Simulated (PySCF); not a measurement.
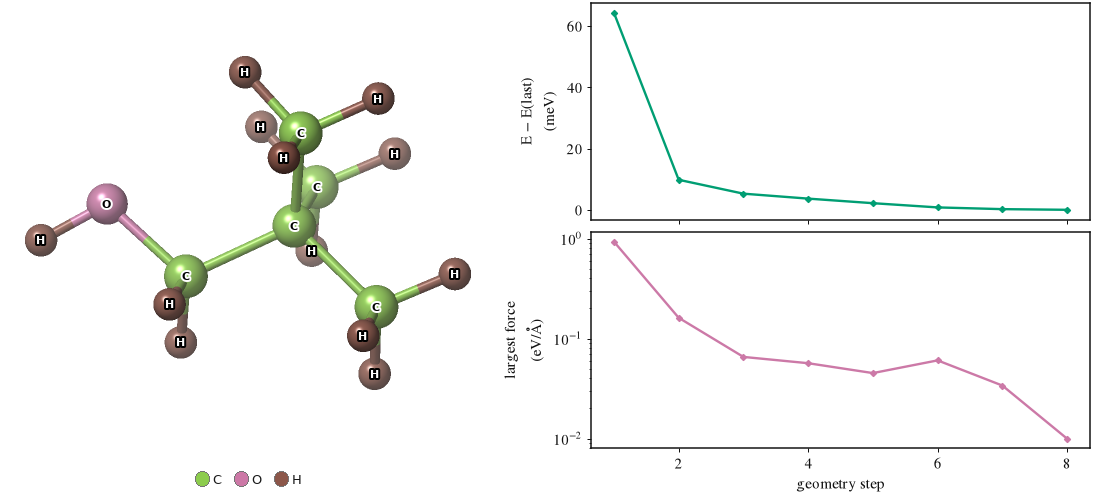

Beside the plot: the molecule at the start.

History of a geometry optimisation.

C$_{5}$H$_{12}$O (SMILES CC(C)(C)CO); PySCF, PBE0-D3(BJ)/def2-SVP, geometry optimisation.

### How did the optimisation end?

The optimisation met its thresholds at geometry 8, counting the start as the first. The energy fell by about 64 meV from the first step to the last. The largest force goes from about 0.93 eV/Å at the start to 0.01 eV/Å at the end.

### By which step was nine tenths of the energy gained?

By step 3 of 8.
